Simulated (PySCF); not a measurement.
C₅H₁₂OSi, SMILES C(=C/O)/[Si](C)(C)C, singlet, GFN2-xTB optimised geometry. Atoms within 1.6 Å of the plane z = 0.0 Å (x, y, z in Å): C1 (1.39, -1.32, 0.00), Si2 (-0.52, -1.32, 0.00), C3 (-1.16, -2.27, 1.53), C4 (-1.16, -2.17, -1.59), C5 (-1.18, 0.45, 0.00), C6 (-0.93, 1.32, 0.97), H8 (1.77, -0.80, 0.87), H9 (1.79, -0.83, -0.88), H10 (1.79, -2.33, 0.02), H11 (-0.80, -3.29, 1.54), H13 (-2.25, -2.30, 1.55), H17 (-1.79, 0.80, -0.82), H18 (-1.31, 2.33, 0.96).

Method: PBE0/def2-SVP (PySCF). Cells within 0.4 Å of a nucleus heavier than hydrogen are left out (blank, or x).

Map of the electrostatic potential (hartree/e), clipped to [-0.08, 0.12] on the plane z = 0.0 Å:

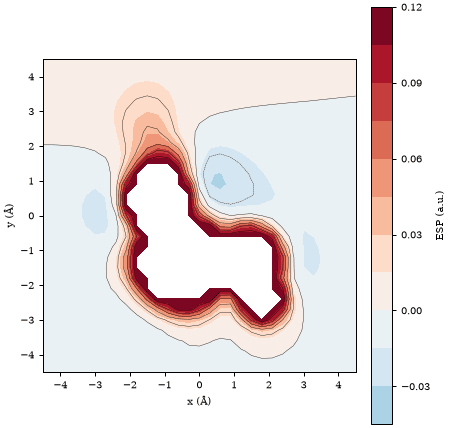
Figure: Electrostatic potential (hartree/e), clipped to [-0.08, 0.12] on the plane z = 0.0 Å.
